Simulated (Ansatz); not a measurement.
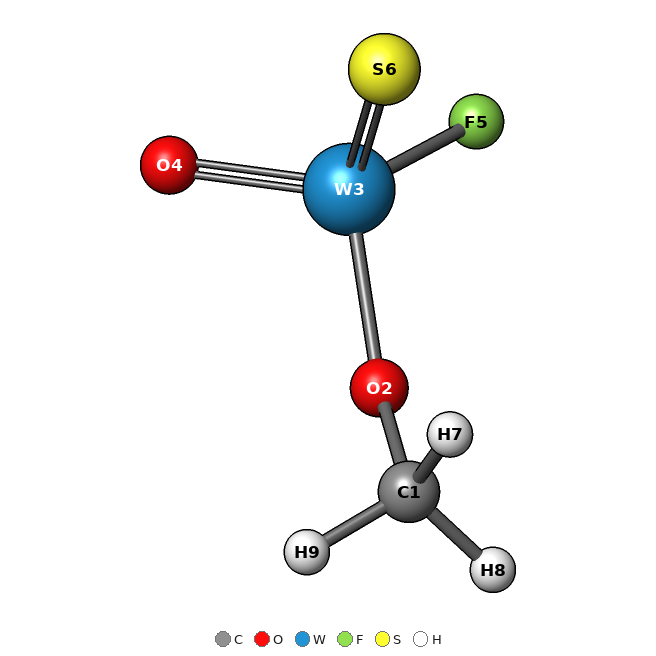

Charge 0, singlet. Harmonic vibrations computed with RKS PBE0-D4/def2-TZVP, core potentials on W (Ansatz 0.2.0) at a stationary point of the same level.

**Minimum or transition state?**

A minimum: no imaginary frequency, and the lowest mode lies at 47 cm⁻¹.

**List the wavenumbers.**

21 modes: 47, 89, 99, 187, 209, 261, 271, 281, 563, 597, 693, 1036, 1157, 1175, 1181, 1471, 1482, 1488, 3047, 3135, 3141 cm⁻¹.
